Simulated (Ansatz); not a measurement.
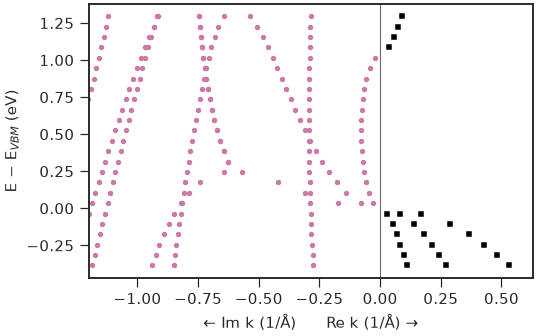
Complex bands at the centre of the two-dimensional zone; r2SCAN in Ansatz (an electronic-structure program)

The gap is the functional's own. No spin-orbit coupling. Mid-gap values are those at the computed energy nearest the middle.

Task: This is CdSe (F-43m, zinc blende, 2 atoms a cell, 28.9 Å³ an atom) along the normal of (110). Read off the slowest decay at the centre of the two-dimensional zone at 0.53 eV, the computed energy nearest the middle of the gap.

Result: κ ≈ 0.08 1/Å, a decay length 1/(2κ) of the density of 6.4 Å.
